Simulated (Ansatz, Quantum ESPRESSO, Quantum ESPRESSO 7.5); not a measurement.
**1T-PtS2, 1 layer: biaxial strain by an ASE script**

Wanted: deformation of the bands of 1T-PtS2, 1 layer, driven from Python.

Method: plane-wave DFT, PBE, GBRV ultrasoft pseudopotentials (geometry by Ansatz 0.2.0 with PAW datasets; geometry under PBE), in Quantum ESPRESSO 7.5.

## 1. The starting structure

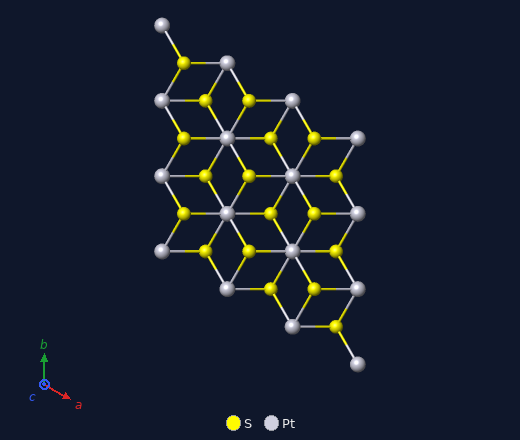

The cell as given, from above (sulfur yellow, platinum light grey). 3×3×1 cells are drawn. Some periodic images of atoms are drawn too.

The cell holds 3 atoms: 2 S and 1 Pt. Its edges and angles: a = 3.570 Å, b = 3.570 Å, c = 17.014 Å, α = 90.0°, β = 90.0°, γ = 120.0°. It derives from PtS2. Vacuum lies along c.

## 2. Geometry from Ansatz

A relaxation in Ansatz fixes the structure of this slab for the runs on it.

input.yaml reads:

```yaml
crystal:
  lattice:
    - [3.57, 0.0, 0.0]
    - [-1.785, 3.0917106915, 0.0]
    - [0.0, 0.0, 17.0140863934]
  atoms:
    - { symbol: S, position: [0.6666666667, 0.3333333333, 0.4408112094] }
    - { symbol: Pt, position: [0.0, 0.0, 0.5] }
    - { symbol: S, position: [0.3333333333, 0.6666666667, 0.5591887906] }
kpoints:
  mp_grid: { grid: [12, 12, 1] }
hamiltonian:
  xc: pbe
scf:
  occupations: { method: fermi_dirac, width: 0.05 }
  convergence: { dr2_threshold: 1.0e-08 }
efield:
  axis: 3
  dipole_correction: true
  ramp_position: 0.97
  ramp_width: 0.04
relax:
  f_tol: 0.01
  cell: { fix: [c, alpha, beta] }
output:
  write_potential: true
  write_density: true
  volumetric_format: npy
```

Launch:

```
$ ansatz run input.yaml --threads 2 --pin off --max-ram 4096MiB --backend cpu --events-out ev --progress --plain --runs-dir out
```

Numbers of over 12 decimals in the logs are rounded to 6 here.

The log of the run:

```text
Warning: relax.cell: scf.convergence.dr2_threshold = 1e-8 eV is looser than the 3e-10 eV advised for a relaxation that steers and ends on the stress (1e-10 eV for each atom of the cell: 3). What an SCF threshold leaves in a stress goes as its square root, and in the free energy as the threshold itself, and one threshold admits the most on a small cell: [figures from the program's tests cut] Set scf.convergence.dr2_threshold to 3e-10 eV or tighter. The threshold is an SCF's pass mark: one that does not reach it within its budget of iterations ends unconverged, or closes short of it on a stop that the run arms, and scf.convergence.dr2_threshold's page says what that costs each kind of run
Engine: ansatz 0.2.0, aarch64-unknown-linux-gnu
Pseudopotentials: kind: paw
Pseudopotential: S, paw, valence charge 6, recommended cutoff 420 eV (normal), S.paw.azcp
Pseudopotential: Pt, paw, valence charge 18, recommended cutoff 420 eV (normal), Pt.paw.azcp
Functional definition: PBE
  parameter kappa = 0.804
  parameter beta = 0.066725
  exchange = pbe_x(kappa = kappa, mu = beta*pi^2/3)
  correlation = pbe_c(beta = beta)
Crystal: 3 atoms, lattice volume = 187.791 Å³
Basis set: ecut = 420 eV, 3639 PW (Γ), exchange–correlation on 48×48×240 points (8 copies of the dense FFT grid, shifted against one another)
Bands: 19, of which v1, the nominal top of the filled ones, is band 15 counted from 1 (14 counted from 0)
Symmetry: 6 space group operations
k-points: 19 of 144 (time reversal used)
Non-local potential: S, projectors of the file, l = 0: 2, l = 1: 2, l = 2: 2
Non-local potential: Pt, projectors of the file, l = 0: 3, l = 1: 2, l = 2: 2, l = 3: 1
PAW form: soft (Blöchl's): semilocal exchange-correlation on the pseudo side does not see the compensation charge
PAW one-centre angular grid: S, 110 points (default); XC on 64 Gauss nodes
PAW one-centre angular grid: Pt, 590 points (default); XC on 64 Gauss nodes
Initial density: superposition of atomic densities (neutral atoms: chi_scale 0, normalization atom), corrected by the library's trained network
Initial wavefunctions: pseudopotential atomic-orbital guess
Functional: x = pbe(κ = 0.804, μ = 0.219515), c = pbe(β = 0.066725)
SCF iter   1: F=—  HF=-14327.577037 eV  |F-HF|=—  |Δ(HF+E_count)|=         —  Δρ=2.68e-3  dr2=2.70e-2  ethr=1.77e-3  p=-0.000 e·Å  D=-1.70e-4 V/Å  ΔV_dip=0.00 eV  dr2_dipole=8.00e-8  V_vac-E_F(+/−)=5.44/5.43 eV  ⟨swp⟩=8.8  Hψ=2403  notcnv=0
efield: sawtooth ramp at fractional position 0.9700 (set: `efield.ramp_position`, or a place that a band, a saddle search or an elastic batch's reference lends), width 0.0400; the density the first Hamiltonian is built on has a dipole p = -0.000 e·Å; the dipole correction subtracts the counter field D = -1.70e-4 V/Å, which shifts the + side's vacuum level by +0.00 eV against the − side's; the planar-averaged density in the ramp window peaks in size at 1.5e-5 e/Å³
preconditioner: auto → none  [insulator: Δε(μ)=1.451 eV  Ē_g=10.134 eV  σ=0.050 eV  W_gap=1.00  n_scr=10 (ndim 8)  ℏωp=12.7 eV  f_vac=0.681  D(μ)=0.00/eV (n_scr^D=0)  ε∞_Penn≈2.6]
SCF iter   2: F=—  HF=-14327.571250 eV  |F-HF|=—  |Δ(HF+E_count)|=   5.79e-3  Δρ=1.91e-3  dr2=1.18e-2  ethr=9.00e-5  p=0.000 e·Å  D=2.62e-5 V/Å  ΔV_dip=-0.00 eV  dr2_dipole=1.42e-7  V_vac-E_F(+/−)=5.15/5.15 eV  ⟨swp⟩=2.9  Hψ=812  notcnv=0
SCF iter   3: F=—  HF=-14327.569366 eV  |F-HF|=—  |Δ(HF+E_count)|=   1.88e-3  Δρ=9.02e-4  dr2=1.73e-3  ethr=3.93e-5  p=-0.000 e·Å  D=-1.34e-4 V/Å  ΔV_dip=0.00 eV  dr2_dipole=3.49e-7  V_vac-E_F(+/−)=5.22/5.22 eV  ⟨swp⟩=2.1  Hψ=577  notcnv=0
SCF iter   4: F=—  HF=-14327.569267 eV  |F-HF|=—  |Δ(HF+E_count)|=   9.95e-5  Δρ=3.77e-4  dr2=1.28e-4  ethr=5.76e-6  p=0.000 e·Å  D=1.28e-4 V/Å  ΔV_dip=-0.00 eV  dr2_dipole=7.32e-7  V_vac-E_F(+/−)=5.19/5.20 eV  ⟨swp⟩=2.3  Hψ=536  notcnv=0
SCF iter   5: F=—  HF=-14327.569391 eV  |F-HF|=—  |Δ(HF+E_count)|=   1.24e-4  Δρ=1.28e-4  dr2=1.07e-4  ethr=4.26e-7  p=-0.001 e·Å  D=-8.18e-4 V/Å  ΔV_dip=0.01 eV  dr2_dipole=2.31e-5  V_vac-E_F(+/−)=5.18/5.17 eV  ⟨swp⟩=2.3  Hψ=565  notcnv=0
SCF iter   6: F=—  HF=-14327.569387 eV  |F-HF|=—  |Δ(HF+E_count)|=   3.32e-6  Δρ=6.05e-5  dr2=4.08e-6  ethr=3.58e-7  p=0.000 e·Å  D=1.14e-4 V/Å  ΔV_dip=-0.00 eV  dr2_dipole=3.81e-7  V_vac-E_F(+/−)=5.17/5.17 eV  ⟨swp⟩=2.1  Hψ=443  notcnv=0
SCF iter   7: F=—  HF=-14327.569492 eV  |F-HF|=—  |Δ(HF+E_count)|=   1.05e-4  Δρ=1.95e-5  dr2=4.07e-7  ethr=1.36e-8  p=0.000 e·Å  D=2.31e-5 V/Å  ΔV_dip=-0.00 eV  dr2_dipole=2.76e-8  V_vac-E_F(+/−)=5.17/5.17 eV  ⟨swp⟩=2.2  Hψ=561  notcnv=0
SCF iter   8: F=—  HF=-14327.569493 eV  |F-HF|=—  |Δ(HF+E_count)|=   5.58e-7  Δρ=3.96e-6  dr2=1.22e-8  ethr=1.36e-9  p=-0.000 e·Å  D=-3.95e-6 V/Å  ΔV_dip=0.00 eV  dr2_dipole=4.15e-10  V_vac-E_F(+/−)=5.17/5.17 eV  ⟨swp⟩=2.1  Hψ=569  notcnv=0
SCF iter   9: F=-14327.569493 eV  HF=-14327.569493 eV  |F-HF|=1.72e-9  |Δ(HF+E_count)|=   1.72e-8  Δρ=1.21e-6  dr2=1.10e-9  ethr=3.33e-11  p=0.000 e·Å  D=1.25e-6 V/Å  ΔV_dip=-0.00 eV  dr2_dipole=5.65e-12  V_vac-E_F(+/−)=5.17/5.17 eV  ⟨swp⟩=9.9  Hψ=2539  notcnv=0
SCF 1 converged in 9 iterations: F = -14327.569493 eV  dr2 = 1.10e-9
  greatest PAW one-centre occupation: 1.000 electrons in one spin orbital (limit 2), on the Pt atom at site 1 (counted from 0), in its partial waves of l = 0
relax step   1: F+E_penalty+E_count = -14327.56949271 eV  Δ(F+E_penalty+E_count) = +0.000e0 eV  max|allowed force component| = 3.141e0 eV/Å  Δτ_max = 0.0000 Å  P = +6.157 GPa  Ω = 187.791 Å³  fix = [c, alpha, beta]  reactions: c +5.399 GPa  (9 SCF iters, accepted)
Crystal: 3 atoms, lattice volume = 189.977 Å³
Basis set: ecut = 420 eV, 3657 PW (Γ), exchange–correlation on 48×48×240 points (8 copies of the dense FFT grid, shifted against one another)
Initial density: handed on by an earlier stage of this run
Initial wavefunctions: those handed on with the density
iter 1 solved again at ethr=2.90e-4 eV; its pass at ethr=3.10e-3 eV (dr2=8.69e-2 eV) is discarded
SCF iter   1: F=—  HF=-14328.267829 eV  |F-HF|=—  |Δ(HF+E_count)|=         —  Δρ=9.33e-3  dr2=9.63e-2  ethr=2.90e-4  p=0.000 e·Å  D=1.33e-6 V/Å  ΔV_dip=-0.00 eV  dr2_dipole=1.09e-11  V_vac-E_F(+/−)=5.47/5.47 eV  ⟨swp⟩=1.7  Hψ=2552  notcnv=0
[...]
SCF iter   4: F=—  HF=-14328.252891 eV  |F-HF|=—  |Δ(HF+E_count)|=   1.20e-4  Δρ=7.10e-5  dr2=7.32e-6  ethr=1.34e-6  p=0.000 e·Å  D=2.53e-7 V/Å  ΔV_dip=-0.00 eV  dr2_dipole=7.76e-12  V_vac-E_F(+/−)=5.45/5.45 eV  ⟨swp⟩=2.1  Hψ=499  notcnv=0
SCF iter   5: F=—  HF=-14328.252874 eV  |F-HF|=—  |Δ(HF+E_count)|=   1.63e-5  Δρ=2.63e-5  dr2=5.69e-7  ethr=2.44e-8  p=0.000 e·Å  D=1.90e-6 V/Å  ΔV_dip=-0.00 eV  dr2_dipole=1.13e-10  V_vac-E_F(+/−)=5.45/5.45 eV  ⟨swp⟩=2.1  Hψ=537  notcnv=0
SCF iter   6: F=—  HF=-14328.252874 eV  |F-HF|=—  |Δ(HF+E_count)|=   2.28e-8  Δρ=3.14e-6  dr2=5.39e-8  ethr=1.90e-9  p=-0.000 e·Å  D=-1.29e-5 V/Å  ΔV_dip=0.00 eV  dr2_dipole=1.22e-8  V_vac-E_F(+/−)=5.45/5.45 eV  ⟨swp⟩=2.1  Hψ=559  notcnv=0
SCF iter   7: F=—  HF=-14328.252874 eV  |F-HF|=—  |Δ(HF+E_count)|=   5.43e-8  Δρ=6.07e-6  dr2=5.30e-7  ethr=3.33e-11  p=0.000 e·Å  D=4.57e-5 V/Å  ΔV_dip=-0.00 eV  dr2_dipole=1.35e-7  V_vac-E_F(+/−)=5.45/5.45 eV  ⟨swp⟩=10.4  Hψ=2607  notcnv=0
SCF iter   8: F=-14328.252874 eV  HF=-14328.252874 eV  |F-HF|=1.47e-10  |Δ(HF+E_count)|=   5.67e-8  Δρ=4.86e-7  dr2=3.29e-10  ethr=3.33e-11  p=0.000 e·Å  D=1.44e-6 V/Å  ΔV_dip=-0.00 eV  dr2_dipole=4.24e-11  V_vac-E_F(+/−)=5.45/5.45 eV  ⟨swp⟩=8.0  Hψ=2635  notcnv=0
SCF 3 converged in 8 iterations: F = -14328.252874 eV  dr2 = 3.29e-10
relax step   3: F+E_penalty+E_count = -14328.25287436 eV  Δ(F+E_penalty+E_count) = -4.327e-3 eV  max|allowed force component| = 3.550e-3 eV/Å  Δτ_max = 0.0248 Å  P = +0.013 GPa  Ω = 188.193 Å³  energy of the carried Pulay correction = -2.660e-5 eV  fix = [c, alpha, beta]  reactions: c -0.005 GPa  (8 SCF iters, accepted)
Initial wavefunctions: pseudopotential atomic-orbital guess (no wavefunctions were taken with the density)
iter 1 solved again at ethr=1.14e-6 eV; its pass at ethr=3.10e-3 eV (dr2=3.42e-4 eV) is discarded
SCF iter   1: F=—  HF=-14328.252833 eV  |F-HF|=—  |Δ(HF+E_count)|=         —  Δρ=1.22e-5  dr2=8.68e-9  ethr=1.14e-6  p=0.000 e·Å  D=1.44e-6 V/Å  ΔV_dip=-0.00 eV  dr2_dipole=4.95e-11  V_vac-E_F(+/−)=5.45/5.45 eV  ⟨swp⟩=3.6  Hψ=3326  notcnv=0
efield: sawtooth ramp at fractional position 0.9700 (set: `efield.ramp_position`, or a place that a band, a saddle search or an elastic batch's reference lends), width 0.0400; the density the first Hamiltonian is built on has a dipole p = 0.000 e·Å; the dipole correction subtracts the counter field D = 1.44e-6 V/Å, which shifts the + side's vacuum level by -0.00 eV against the − side's; the planar-averaged density in the ramp window peaks in size at 7.5e-7 e/Å³
eigensolver tolerance schedule: the retry pair's looser diagonalisation over-reported the residual by 39359.80 of it (diagonalisation noise at an unbounded share of the residual, at the tolerance the schedule requests for it); recorded, not acted on — ethr = c·dr2/N_el stays at c = 1.0e-1
preconditioner: auto → none  [insulator: Δε(μ)=1.771 eV  Ē_g=9.238 eV  σ=0.050 eV  W_gap=1.00  n_scr=10 (ndim 8)  ℏωp=12.7 eV  f_vac=0.659  D(μ)=0.00/eV (n_scr^D=0)  ε∞_Penn≈2.9]
SCF iter   2: F=—  HF=-14328.252868 eV  |F-HF|=—  |Δ(HF+E_count)|=   3.49e-5  Δρ=6.08e-6  dr2=6.85e-9  ethr=2.89e-11  p=-0.000 e·Å  D=-3.44e-6 V/Å  ΔV_dip=0.00 eV  dr2_dipole=9.25e-10  V_vac-E_F(+/−)=5.45/5.45 eV  ⟨swp⟩=16.9  Hψ=3567  notcnv=0
SCF iter   3: F=—  HF=-14328.252884 eV  |F-HF|=—  |Δ(HF+E_count)|=   1.55e-5  Δρ=3.87e-6  dr2=5.65e-8  ethr=2.28e-11  p=0.000 e·Å  D=1.51e-5 V/Å  ΔV_dip=-0.00 eV  dr2_dipole=1.41e-8  V_vac-E_F(+/−)=5.45/5.45 eV  ⟨swp⟩=3.4  Hψ=659  notcnv=0  recentre
SCF iter   4: F=-14328.252895 eV  HF=-14328.252889 eV  |F-HF|=6.33e-6  |Δ(HF+E_count)|=   5.34e-6  Δρ=2.29e-6  dr2=3.51e-9  ethr=2.28e-11  p=-0.000 e·Å  D=-2.96e-6 V/Å  ΔV_dip=0.00 eV  dr2_dipole=7.83e-10  V_vac-E_F(+/−)=5.45/5.45 eV  ⟨swp⟩=8.4  Hψ=2606  notcnv=0
SCF 4 converged in 4 iterations: F = -14328.252895 eV  dr2 = 3.51e-9
relax step   4: F+E_penalty+E_count = -14328.25289530 eV  Δ(F+E_penalty+E_count) = -2.094e-5 eV  max|allowed force component| = 3.558e-3 eV/Å  Δτ_max = 0.0000 Å  P = +0.011 GPa  Ω = 188.193 Å³  fix = [c, alpha, beta]  reactions: c -0.007 GPa  stress off target by 2.01e-2 GPa on what of the cell is left free  SCF on the basis re-selected at this cell (its energy is not comparable with the rows above)  (4 SCF iters)
basis re-selected at this cell: Δ(F+E_penalty+E_count) = -2.094e-5 eV, ΔP = -0.002 GPa vs the last step (what re-selecting the basis moved, of the pressure what is left beyond the Pulay correction that the steps carried, after the strain that the cell walked since its last selection, with what the two solves' SCF thresholds leave and, on support functions, any second-order correction that the steps lacked; it is no m [...]
WARN: The input density's exchange-correlation potential varies sharply where the density is thin. Do not read a vacuum level from v_tot or v_xc, or from such a field of the output density. On a cell that repeats whose density bears no net charge and no dipole along the vacuum's axis use v_es (v_loc + v_h of the components); under efield.dipole_correction with no amplitude use v_es + v_field, which holds any external [...]
SCF converged after 4 iterations
Free energy (F): -14328.252895 eV
Harris-Foulkes:  -14328.252889 eV  (|F-HF|=6.33e-6)
Internal energy: -14328.252895 eV  (E = F + TS)
E sigma→0 (E₀):  -14328.252895 eV
Fermi energy:    -0.654843 eV
Dipole field:    D = 0.000036 V/Å  (p = 0.000037 e·Å, saw-weighted, corrected)
Work function:   Φ+ = 5.4497 eV   Φ− = 5.4503 eV
Levels:          The Fermi level and band energies are counted from a zero that moves with the ramp; work functions are not
--- Per-component energies (eV) ---
  E_band       = -662.998935
  E_kinetic    = 848.618860
  E_local      = -16159.653678  (includes V_loc(G=0)·N_el)
  E_nonlocal   = 255.094618
  E_hartree    = 7583.571150
  E_xc         = -455.218823
  E_vxc        = -476.657507  (∫ρ·V_xc dr)
  E_paw        = -10653.784544  (= ΣΔE_a)
  E_vpaw       = -297.543588  (= ΣTr[D̂ρ^β])
  E_aug_tail   = 0.000190  (compensation charges beyond the density's cutoff)
  E_efield     = 0.000000  (sawtooth field / dipole correction)
  E_vefield    = -0.000183  (∫n·V_field dr)
  E_ewald      = 4253.119331
  E_smearing   = -0.000000  (= −TS)
  E_closure    = -0.000000  (closes the sum)
  Σ components = -14328.252895   (vs F -14328.252895, Δ=0.00e0)
--- Forces (eV/Å), atoms counted from 1 ---
  atom   1  S      0.00000000     0.00000000     0.00354875
  atom   2  Pt    -0.00000000    -0.00000000     0.00001300
  atom   3  S      0.00000000    -0.00000000    -0.00355613
  max |Σ_I F_I| component: 5.63e-6 eV/Å
--- Stress (GPa, compression-positive) ---
        0.020128       0.000000      -0.000000
        0.000000       0.020128       0.000000
        0.000000       0.000000      -0.007423
  P = ⅓ Tr σ = 0.0109 GPa (0.109 kbar)
--- Band table (eV; the first three rows and the last of 19) ---
  k-point 0: bands = [... 11 lower, -2.3404, -2.2216, -1.8443, -1.8443, 1.6335, 1.6335, 3.8250, 4.2617]
  k-point 1: bands = [... 11 lower, -2.7458, -2.0889, -1.8027, -1.6553, 1.2153, 1.5183, 4.0296, 4.4618]
  k-point 2: bands = [... 11 lower, -3.2735, -1.8198, -1.7835, -1.5907, 0.4788, 1.3030, 4.5094, 4.8178]
  k-point 18: bands = [... 11 lower, -4.0107, -3.7878, -2.2755, -2.2755, 0.5872, 0.5872, 5.2949, 7.4059]
--- Relaxed structure (3 steps of the walk, 3 accepted, 1 SCFs on fresh bases) ---
  F+E_penalty+E_count = -14328.25289530 eV   max|allowed force component| = 3.558e-3 eV/Å   (the final SCF, on the basis selected at the relaxed cell)
  cell:  # Å, volume = 188.1932 Å³
    - [3.573817, 0.0, 0]
    - [-1.786909, 3.095017, 0]
    - [0, 0, 17.0140863934]
  atoms:
    - { symbol: S, position: [0.666667, 0.333333, 0.427742] }
    - { symbol: Pt, position: [0, 0, 0.500000] }
    - { symbol: S, position: [0.333333, 0.666667, 0.572258] }
```

Elapsed: 13 s, on 2 threads of Arm Neoverse V1, shared host; peak memory 0.4 GiB; 26 s of CPU time.

Step by step:

```
step  energy less that of the first step (eV)  largest force component (eV/Å)  pressure (GPa)  volume (Å³)
   1                                   0.0000                          3.1409            6.16       187.79
   2                                  -0.6791                          0.1872            0.16       189.98
   3                                  -0.6834                          0.0036            0.01       188.19
  4*                                  -0.6834                          0.0036            0.01       188.19
```

Relaxation steps marked * repeat the geometry before them on a plane-wave basis chosen anew for their cell, so energy and pressure can jump there.

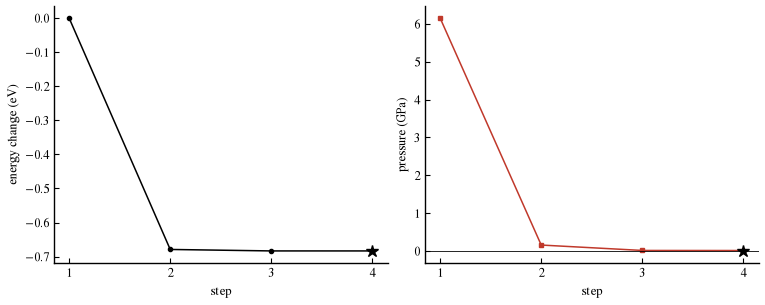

Energy and pressure along the relaxation. Stars mark steps on a basis chosen anew.

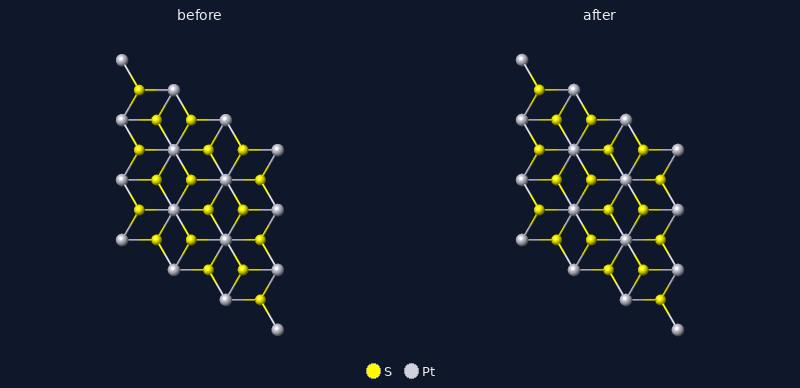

Before and after, at one scale.

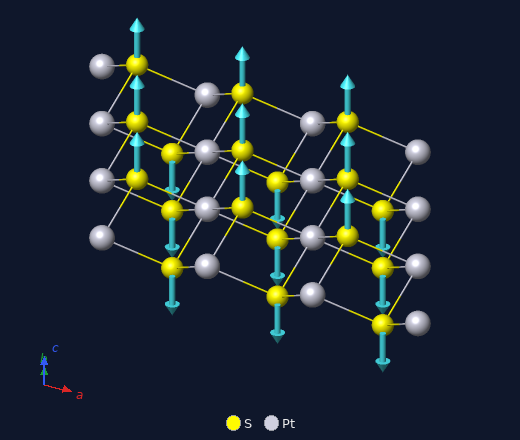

Displacements in the relaxation, exaggerated, measured against the changing cell; the longest in the cell stands for 0.22 Å. 3×3×1 cells are drawn. Some periodic images of atoms are drawn too.

```csv
cell as run,before,after,change
a (Å),3.570,3.574,+0.1 %
b (Å),3.570,3.574,+0.1 %
```

The atoms that moved most (Å, along periodic axes as changes of fractional coordinates times the final cell, across vacuum about the mean position):

| atom | dx | dy | dz | length |
| --- | --- | --- | --- | --- |
| S1 | 0.000 | 0.000 | -0.222 | 0.222 |
| S3 | 0.000 | 0.000 | 0.222 | 0.222 |

The relaxed structure:

```xyz
3
Lattice="3.5738 0.0000 0.0000 -1.7869 3.0950 0.0000 0.0000 0.0000 17.0141" Properties=species:S:1:pos:R:3
S     1.7869    1.0317    7.2776
Pt    0.0000    0.0000    8.5070
S     0.0000    2.0633    9.7365
```

This step gave:

* free energy: -14328.2529 eV
* Fermi energy: -0.6548 eV
* gap by band count: 1.771 eV
* symmetry operations: 6
* dipole along the normal: 3.73e-5 e·Å
* vacuum level at the upper face over a Fermi level inside the gap: 5.450 eV
* vacuum level at the lower face over a Fermi level inside the gap: 5.450 eV

[end of part 1 of 2]

[Logs are printed without paths, hosts, clocks, repeated set-up lines and the standing remarks that a program may print on its own settings, such as how far it seeks lower states.]

[Hosts, paths, dates, database ids (printed as entryN), source tags and the programs' standing remarks are cut or masked in the printed files.]

[Maps of the electrostatic potential energy from Ansatz leave out the sawtooth potential of an applied field or a dipole correction, so their vacuum need not be flat; planar profiles and work functions include it.]
